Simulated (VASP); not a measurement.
Band structure of AuZn (space group Pm-3m). All values below come from PBE GGA, VASP's PBE PAW potentials (set 64) (plane waves; VASP).

Unless said otherwise, spin-orbit coupling is left out, though it shifts the bands of the heavy elements here.

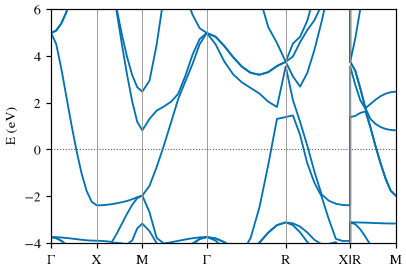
Figure: Bands along high-symmetry lines, zero at the valence-band maximum or, without a gap, the Fermi level

**Question.** Read the plot: is there a gap, and where are the band edges?

**Answer.** It has no gap at this level: it comes out as a metal or semimetal.

The structure is a typed AuZn crystal. The cell was not relaxed at this level. The electron count is odd and the run is not spin-polarised, which forces a metal.
